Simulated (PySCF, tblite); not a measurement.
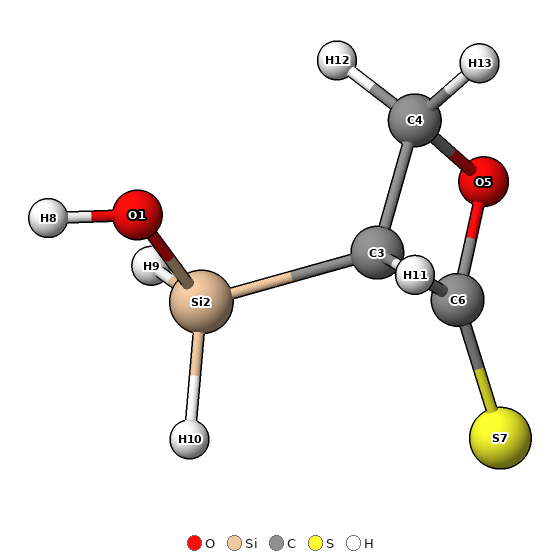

Geometry used (C₃H₆O₂SSi, SMILES O[SiH2][C@@H]1COC1=S).

Kohn-Sham orbital energies near the frontier, B3LYP/def2-SVPD in PySCF 2.14.0, at a GFN2-xTB geometry (a minimum by its frequencies), isolated molecule; empty levels in grey, levels within 0.03 eV side by side.

Question: Where do the frontier orbitals lie?

Answer: HOMO at −6.43 eV, LUMO at −1.57 eV, 4.85 eV apart.

Question: List the levels with the atoms that carry most of them (a dash for levels above zero or within 0.03 eV of another, where shares mean little).

Answer:
| orbital | energy (eV) | Löwdin shares |
| --- | --- | --- |
| LUMO+1 | −0.64 | O1 29 %, Si2 28 %, H8 14 % |
| LUMO | −1.57 | C6 36 %, S7 34 %, O5 15 % |
| HOMO | −6.43 | S7 75 %, C6 14 %, C3 4 % |
| HOMO−1 | −7.27 | S7 52 %, C6 19 %, O5 16 % |
| HOMO−2 | −9.01 | O1 39 %, Si2 24 %, H10 17 % |

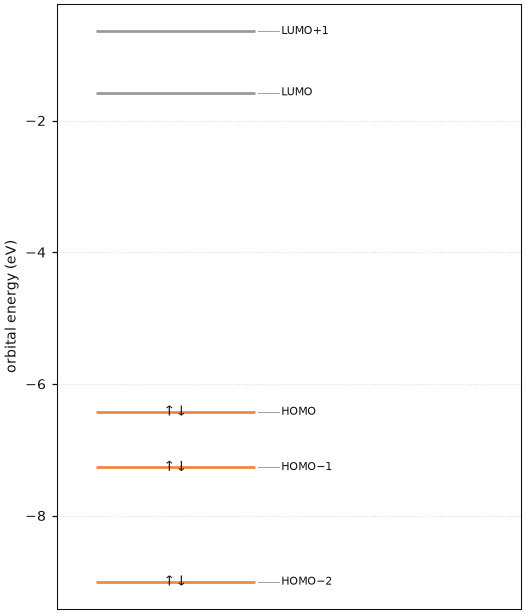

Known limits of this run: the tight-binding geometry is rougher than a DFT one and adds to the error; one conformer of a flexible molecule; empty levels above zero depend strongly on the basis.
